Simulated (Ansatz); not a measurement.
# CHSi2+ (quintet): the correlation ladder, cc-pVTZ

Aim: climb from Hartree-Fock through coupled cluster for CHSi2+ (quintet) at one geometry and basis, and see what each rung misses.

Method: cc-pVTZ, core rule «outside noble gas», up to 11 orbitals frozen; program: Ansatz 0.2.0, Gaussian basis.

Plan: UHF; CCSD(T) on ROHF; CCSD(T) on UHF; BCCD(T) on ROHF; CCSDT(Q) on ROHF; CCSDT(Q) on UHF.

3 further runs of the same task are left out: 3 set aside as unsound or not needed.

### Step 1. The system

The geometry is a PBE0/def2-TZVP stationary point (not a proven minimum) of the parent state, kept for this charge and spin.

4 atoms, charge 1, spin multiplicity 5.

Atoms are counted from 1 here; the program's logs count them from 0.

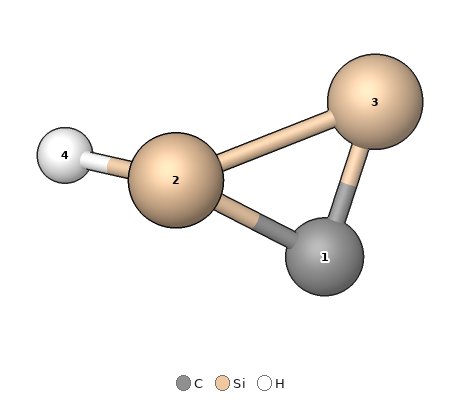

The structure; carbon grey, silicon light orange, hydrogen white; atoms are numbered from 1 in the order of the file.

Geometry (Å):

```xyz
4

C    -0.0612   -1.1480   -0.2200
Si    0.0993    0.1604    1.1648
Si   -0.0330    0.3143   -1.1428
H    -1.1174    0.4501    2.0084
```

In the tables R marks a restricted open-shell determinant and U an unrestricted one; energies count from the table's Hartree-Fock row.

### Step 2. UHF

File in.yaml:

```yaml
crystal:
  periodic: [false, false, false]
  atoms:
    - {symbol: C, position_ang: [-0.061244, -1.147988, -0.219952]}
    - {symbol: Si, position_ang: [0.099301, 0.160438, 1.164819]}
    - {symbol: Si, position_ang: [-0.033008, 0.314343, -1.142833]}
    - {symbol: H, position_ang: [-1.117401, 0.450106, 2.008353]}
basis:
  gaussian: {orbitals: cc-pVTZ}
total_charge: 1
magnetization: {spin_polarized: true, initial_magnetization: 4}
hamiltonian: {xc: hf}
output: {orbitals: {seedname: orbitals}}
```

On the command line:

```bash
> ansatz run in.yaml --threads 1 --pin off --events-out ev --progress --plain --max-ram 4096MiB --backend cpu
```

The program printed:

```text
Functional definition: HF
  name "HF"
  cite "Fock, Z. Phys. 61, 126 (1930) doi:10.1007/BF01340294"
  parent pbe
  exchange = exact_x
  correlation = 0
987 factors; their error is unknown
mean field evaluation 1: about -16753.6712 eV, gradient 2.3e1 eV
mean field evaluation 2: about -16755.9236 eV, gradient 1.6e1 eV
mean field evaluation 4: about -16757.7885 eV, gradient 1.7e0 eV
mean field evaluation 8: about -16757.9739 eV, gradient 1.6e-1 eV
mean field evaluation 16: about -16754.0676 eV, gradient 2.3e1 eV
mean field evaluation 32: about -16755.9067 eV, gradient 7.4e0 eV
mean field evaluation 64: about -16754.4225 eV, gradient 7.0e0 eV
mean field evaluation 96: about -16757.1178 eV, gradient 2.3e0 eV
mean field evaluation 128: about -16757.9389 eV, gradient 6.8e-1 eV
mean field -16758.37053694 eV, -615.8587580010 hartree, gradient 2.5e-5 eV, S^2 6.053586; 1 other end points of the search recorded, 0 dependent functions left out
reference -16758.37053694 eV, -615.8587580010 hartree; 19, 15 occupied and 93, 97 virtual orbitals, 987 factors
Total energy: -16758.37053694 eV, -615.8587580010 hartree
```

Run time: 5.5 s. Hardware: 1 thread of AMD EPYC 7R13, shared host.

From the report: ⟨S²⟩ of the determinant 6.054 (pure quintet: 6.00).

### Step 3. CCSD(T) on ROHF

in.yaml, as its differences from that of step 2:

```diff
@@ -10,4 +10,3 @@
 total_charge: 1
-magnetization: {spin_polarized: true, initial_magnetization: 4}
-hamiltonian: {xc: hf}
-output: {orbitals: {seedname: orbitals}}
+magnetization: {spin_polarized: false, initial_magnetization: 4}
+correlation: {method: ccsd_t, electrons: outside_noble_gas}
```

On the command line:

```bash
> ansatz run in.yaml --threads 2 --pin off --events-out ev --progress --plain --max-ram 24576MiB --backend cuda --devices 0, --max-vram 18GiB
```

The program printed, cut to the lines that bear on the results:

```text
Functional definition: HF
  name "HF"
  cite "Fock, Z. Phys. 61, 126 (1930) doi:10.1007/BF01340294"
  parent pbe
[...]
674 factors; integrals over basis functions are off by at most 7.8e-4 eV
[...]
mean field -16758.06164813 eV, -615.8474065466 hartree, gradient 1.6e-6 eV, S^2 6.000000; 5 other end points of the search recorded, 0 dependent functions left out
[...]
determinant -16758.06164813 eV, -615.8474065466 hartree, with singles and doubles -16766.50346721 eV, -616.1576376756 hartree
determinant -16756.12676924 eV, -615.7763010588 hartree, with singles and doubles -16764.97309602 eV, -616.1013975718 hartree
11 core orbitals not correlated: weight in the atoms' cores, before any rotation towards them, 1.000 or more for the frozen orbitals, at most 0.000 for the correlated occupied ones
reference -16758.06164813 eV, -615.8474065466 hartree; 8, 4 occupied and 93, 97 virtual orbitals, 674 factors
second order -7.17504753 eV of doubles, -0.16248611 eV of singles
cycle   1  -8.30219131 eV  change   -5.2e-1 eV  update   2.7e-2
[...]
cycle  14  -8.34201968 eV  change    7.6e-7 eV  update   8.4e-6
perturbative correction -0.48210224 eV, -0.0177169306 hartree
Total energy: -16766.88577005 eV, -616.1716870458 hartree
```

Run time: 11 s. Hardware: 1 × H100 (card shared with other runs) with 2 threads of AMD EPYC 7R13, shared host; peak host memory 0.8 GiB.

From the report: correlation -8.8241 eV; T1 0.046; largest double amplitude 0.06.

### Step 4. CCSD(T) on UHF

in.yaml, as its differences from that of step 3:

```diff
@@ -10,3 +10,3 @@
 total_charge: 1
-magnetization: {spin_polarized: false, initial_magnetization: 4}
+magnetization: {spin_polarized: true, initial_magnetization: 4}
 correlation: {method: ccsd_t, electrons: outside_noble_gas}
```

Same command.

The program printed, cut to the lines that bear on the results:

```text
Functional definition: HF
  name "HF"
  cite "Fock, Z. Phys. 61, 126 (1930) doi:10.1007/BF01340294"
  parent pbe
[...]
674 factors; integrals over basis functions are off by at most 7.8e-4 eV
[...]
mean field -16758.37111177 eV, -615.8587791257 hartree, gradient 9.5e-6 eV, S^2 6.053586; 8 other end points of the search recorded, 0 dependent functions left out
determinant -16758.37111177 eV, -615.8587791257 hartree, with singles and doubles -16766.49824706 eV, -616.1574458388 hartree
determinant -16756.81788712 eV, -615.8016991727 hartree, with singles and doubles -16764.52109972 eV, -616.0847870140 hartree
determinant -16756.66745054 eV, -615.7961707301 hartree, with singles and doubles -16764.92590707 eV, -616.0996634098 hartree
determinant -16755.97538971 eV, -615.7707379640 hartree, with singles and doubles -16764.09888367 eV, -616.0692708607 hartree
determinant -16755.30599356 eV, -615.7461381089 hartree, with singles and doubles -16763.52313402 eV, -616.0481124511 hartree
11 core orbitals not correlated: weight in the atoms' cores, before any rotation towards them, 1.000 or more for the frozen orbitals, at most 0.000 for the correlated occupied ones
reference -16758.37111177 eV, -615.8587791257 hartree; 8, 4 occupied and 93, 97 virtual orbitals, 674 factors
second order -6.89661398 eV of doubles, -0.00000000 eV of singles
cycle   1  -8.00773272 eV  change   -5.1e-1 eV  update   2.5e-2
[...]
cycle  14  -8.04499209 eV  change   -3.2e-6 eV  update   9.7e-6
perturbative correction -0.46510195 eV, -0.0170921815 hartree
Total energy: -16766.88120581 eV, -616.1715193133 hartree
```

Wall time 9 s (1 × H100 (card shared with other runs) with 2 threads of AMD EPYC 7R13, shared host); peak host memory 0.8 GiB.

From the report: ⟨S²⟩ of the determinant 6.054 (pure quintet: 6.00); correlation -8.5101 eV; T1 0.044; largest double amplitude 0.06.

### Step 5. BCCD(T) on ROHF

in.yaml, as its differences from that of step 4:

```diff
@@ -10,3 +10,3 @@
 total_charge: 1
-magnetization: {spin_polarized: true, initial_magnetization: 4}
-correlation: {method: ccsd_t, electrons: outside_noble_gas}
+magnetization: {spin_polarized: false, initial_magnetization: 4}
+correlation: {method: bccd_t, electrons: outside_noble_gas}
```

Same command.

The program printed, cut to the lines that bear on the results:

```text
Functional definition: HF
  name "HF"
  cite "Fock, Z. Phys. 61, 126 (1930) doi:10.1007/BF01340294"
  parent pbe
[...]
674 factors; integrals over basis functions are off by at most 7.8e-4 eV
[...]
mean field -16758.06164813 eV, -615.8474065466 hartree, gradient 1.6e-6 eV, S^2 6.000000; 5 other end points of the search recorded, 0 dependent functions left out
[...]
determinant -16758.06164813 eV, -615.8474065466 hartree, with singles and doubles -16766.50346721 eV, -616.1576376756 hartree
determinant -16756.12676924 eV, -615.7763010588 hartree, with singles and doubles -16764.97309602 eV, -616.1013975718 hartree
11 core orbitals not correlated: weight in the atoms' cores, before any rotation towards them, 1.000 or more for the frozen orbitals, at most 0.000 for the correlated occupied ones
reference -16758.06164813 eV, -615.8474065466 hartree; 8, 4 occupied and 93, 97 virtual orbitals, 674 factors
second order -7.17504753 eV of doubles, -0.16248611 eV of singles
cycle   1  -8.30128035 eV  change   -5.2e-1 eV  update   3.2e-2
[...]
cycle  15  -8.32295762 eV  change   -2.5e-7 eV  update   1.0e-5
perturbative correction -0.50652579 eV, -0.0186144796 hartree
Total energy: -16766.89113154 eV, -616.1718840771 hartree
```

It took 12 s on 1 × H100 (card shared with other runs) with 2 threads of AMD EPYC 7R13, shared host; peak host memory 0.8 GiB.

From the report: correlation -8.8295 eV; largest double amplitude 0.06.

### Step 6. CCSDT(Q) on ROHF

in.yaml, as its differences from that of step 5:

```diff
@@ -11,2 +11,2 @@
 magnetization: {spin_polarized: false, initial_magnetization: 4}
-correlation: {method: bccd_t, electrons: outside_noble_gas}
+correlation: {method: ccsdt_q, electrons: outside_noble_gas}
```

Launched as before.

The program printed, cut to the lines that bear on the results:

```text
Functional definition: HF
  name "HF"
  cite "Fock, Z. Phys. 61, 126 (1930) doi:10.1007/BF01340294"
  parent pbe
[...]
1435 factors; integrals over basis functions are off by at most 1.3e-7 eV
[...]
mean field -16758.06166397 eV, -615.8474071286 hartree, gradient 1.6e-6 eV, S^2 6.000000; 5 other end points of the search recorded, 0 dependent functions left out
[...]
determinant -16758.06166397 eV, -615.8474071286 hartree, with singles and doubles -16766.50349814 eV, -616.1576388124 hartree
determinant -16756.12678528 eV, -615.7763016486 hartree, with singles and doubles -16764.97312649 eV, -616.1013986916 hartree
11 core orbitals not correlated: weight in the atoms' cores, before any rotation towards them, 1.000 or more for the frozen orbitals, at most 0.000 for the correlated occupied ones
reference -16758.06166397 eV, -615.8474071286 hartree; 8, 4 occupied and 93, 97 virtual orbitals, 1435 factors
second order -7.17506821 eV of doubles, -0.16248632 eV of singles
cycle   1  -7.89557713 eV  change   -5.5e-1 eV  update   1.1e-1
[...]
cycle  25  -8.88100119 eV  change   -1.2e-7 eV  update   1.1e-6
perturbative correction -0.03911334 eV, -0.0014373888 hartree
Total energy: -16766.98177849 eV, -616.1752152912 hartree
```

It took 86 s on 1 × H100 (card shared with other runs) with 2 threads of AMD EPYC 7R13, shared host; peak host memory 1.6 GiB.

From the report: correlation -8.9201 eV; T1 0.051; largest double amplitude 0.07.

### Step 7. CCSDT(Q) on UHF

in.yaml, as its differences from that of step 6:

```diff
@@ -10,3 +10,3 @@
 total_charge: 1
-magnetization: {spin_polarized: false, initial_magnetization: 4}
+magnetization: {spin_polarized: true, initial_magnetization: 4}
 correlation: {method: ccsdt_q, electrons: outside_noble_gas}
```

The command is unchanged.

The program printed, cut to the lines that bear on the results:

```text
Functional definition: HF
  name "HF"
  cite "Fock, Z. Phys. 61, 126 (1930) doi:10.1007/BF01340294"
  parent pbe
[...]
1435 factors; integrals over basis functions are off by at most 1.3e-7 eV
[...]
mean field -16758.37112824 eV, -615.8587797308 hartree, gradient 7.8e-6 eV, S^2 6.053586; 8 other end points of the search recorded, 0 dependent functions left out
determinant -16758.37112824 eV, -615.8587797308 hartree, with singles and doubles -16766.49827715 eV, -616.1574469445 hartree
determinant -16756.81790675 eV, -615.8016998938 hartree, with singles and doubles -16764.52112693 eV, -616.0847880141 hartree
determinant -16756.66746831 eV, -615.7961713833 hartree, with singles and doubles -16764.92593665 eV, -616.0996644971 hartree
determinant -16755.97540658 eV, -615.7707385836 hartree, with singles and doubles -16764.09894731 eV, -616.0692731993 hartree
determinant -16755.30601106 eV, -615.7461387520 hartree, with singles and doubles -16763.52316001 eV, -616.0481134064 hartree
11 core orbitals not correlated: weight in the atoms' cores, before any rotation towards them, 1.000 or more for the frozen orbitals, at most 0.000 for the correlated occupied ones
reference -16758.37112824 eV, -615.8587797308 hartree; 8, 4 occupied and 93, 97 virtual orbitals, 1435 factors
second order -6.89663325 eV of doubles, -0.00000000 eV of singles
cycle   1  -7.54456730 eV  change   -6.5e-1 eV  update   1.1e-1
[...]
cycle  25  -8.57582340 eV  change    3.0e-7 eV  update   1.4e-6
perturbative correction -0.04060564 eV, -0.0014922299 hartree
Total energy: -16766.98755728 eV, -616.1754276576 hartree
```

Wall time 91 s (1 × H100 (card shared with other runs) with 2 threads of AMD EPYC 7R13, shared host); peak host memory 1.4 GiB.

From the report: ⟨S²⟩ of the determinant 6.054 (pure quintet: 6.00); correlation -8.6164 eV; T1 0.050; largest double amplitude 0.07.

### Step 8. Misses and costs

The yardstick is RCCSDT(Q), where the cluster series has nearly closed. Rows without a time come out of other runs: HF, MP2 and CCSD of CCSD(T), CCSDT of CCSDT(Q).

Differences are taken before rounding.

```
   method  energy from the lowest ROHF (meV)  from RCCSDT(Q) (meV)  time
      ROHF                               0.0               +8920.1      
      UHF                            -309.5               +8610.7      
     RMP2                           -7337.5               +1582.6      
     UMP2                           -7206.1               +1714.1      
    RCCSD                           -8342.0                +578.1      
    UCCSD                           -8354.5                +565.7      
 RCCSD(T)                           -8824.1                 +96.0  11 s
 UCCSD(T)                           -8819.6                +100.6   9 s
  BCCD(T)                           -8829.5                 +90.6  12 s
   RCCSDT                           -8881.0                 +39.1      
   UCCSDT                           -8885.3                 +34.8      
RCCSDT(Q)                           -8920.1                     0  86 s
UCCSDT(Q)                           -8925.9                  -5.8  91 s
```

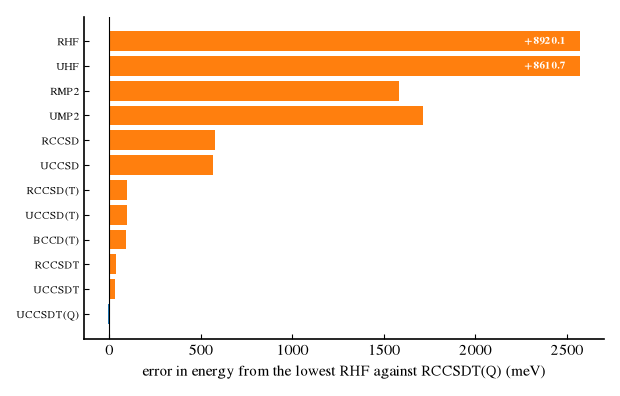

How far each level lands from RCCSDT(Q). Bars with a number in them are cut short.

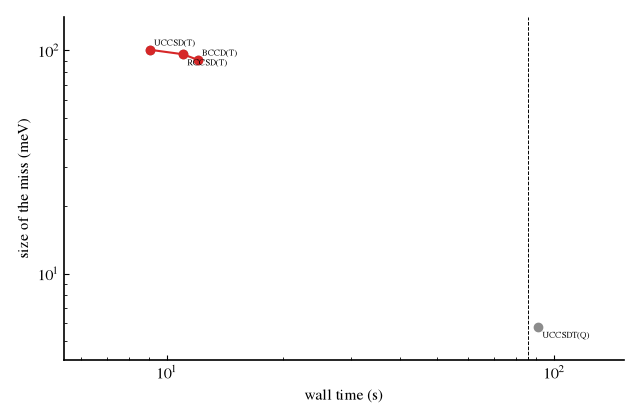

Accuracy for the time spent; red marks the levels that beat every quicker one drawn (of those quicker than the yardstick), and the dashed line is the time of RCCSDT(Q). Times are from a shared host.

### Step 9. Outcome

```
                         quantity                      value
    RCCSDT(Q) from the ROHF energy                 -8.9201 eV
              RMP2 from RCCSDT(Q)                +1582.6 meV
              UMP2 from RCCSDT(Q)                +1714.1 meV
             RCCSD from RCCSDT(Q)                 +578.1 meV
          RCCSD(T) from RCCSDT(Q)                  +96.0 meV
          UCCSD(T) from RCCSDT(Q)                 +100.6 meV
         UCCSDT(Q) from RCCSDT(Q)                   -5.8 meV
levels within 1 kcal/mol (43 meV)  RCCSDT, UCCSDT, UCCSDT(Q)
                    T1 diagnostic                      0.046
```

**Reading.** RCCSD(T) misses by +96.0 meV, 1.1 % of the correlation energy. These misses are within one basis, not against nature; the frozen cores of restricted and unrestricted runs differ, which can shift their rows.

BCCD(T) reaches 90.6 meV from the reference in 12 s, where RCCSDT(Q) took 86 s; the quickest level in the cost chart, UCCSD(T), takes 9 s and misses by 100.6 meV.
